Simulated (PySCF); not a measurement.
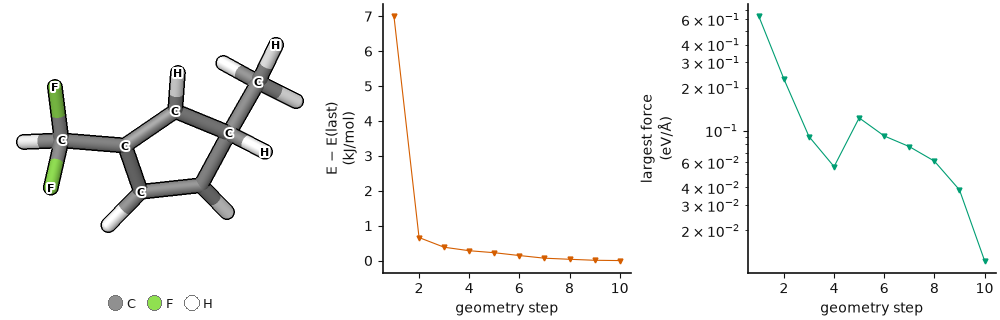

Beside the plot: the molecule at the start.

History of a geometry optimisation.

- system: C7H8F2 (SMILES C[C@@H]1C=CC(C(F)F)=C1)
- method: PBE0-D3(BJ)/def2-SVP, geometry optimisation in PySCF 2.14.0, density fitting

Q: How did it end, and what did it gain?

A: The optimisation met its thresholds at geometry 10, counting the start as the first. The energy fell by about 7 kJ/mol from the first step to the last. The largest force goes from about 0.63 eV/Å at the start to 0.012 eV/Å at the end.
